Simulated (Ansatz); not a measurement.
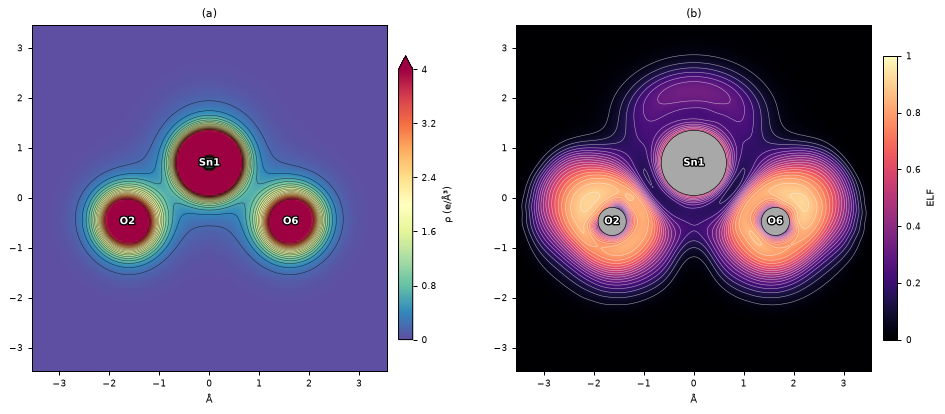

*H4O2Sn. (a) electron density; (b) electron localisation function on the plane of atoms O2, Sn1 and O6. Grey discs cover the atomic cores in the ELF map.*

Core potentials replace the inner electrons of Sn.

The calculation used Ansatz 0.2.0, RKS PBE-D4/def2-SVP.

The calculation's input:

```
crystal:
  periodic: [false, false, false]
  atoms:
    - { symbol: Sn, position_ang: [0.0, 0.0, 0.0] }
    - { symbol: O, position_ang: [0.0, 0.0, 1.96] }
    - { symbol: H, position_ang: [-0.9095, -0.2814, 2.2971] }
    - { symbol: H, position_ang: [1.6408, 0.0, -0.5794] }
    - { symbol: H, position_ang: [-0.8195, 1.4198, -0.5794] }
    - { symbol: O, position_ang: [-0.9232, -1.5994, -0.6527] }
    - { symbol: H, position_ang: [-1.3778, -2.065, 0.1197] }
basis:
  gaussian: { orbitals: def2-SVP }
hamiltonian:
  xc: pbe
  dispersion: d4
relax:
  f_tol: 0.02
  max_steps: 40
output:
  orbitals: {}
```

Launched as:

```sh
ansatz run input.yaml --threads 1 --pin off --max-ram 2048MiB --backend cpu --events-out ev --progress --plain --runs-dir out
```

The fields are those of the run's last geometry, not of the input's.

Interpret the plot.

- The plane passes through Sn and O nuclei.
- Sn–O (2.01 Å): the density is about 0.69 e/Å³ at the midpoint; the ELF peaks at about 0.85 in the valence shell of O, 0.7 Å from its nucleus, and drops to about 0.15 between the two atoms.
- The ELF also peaks beside O6 and O2, away from the bonds: lone-pair regions.
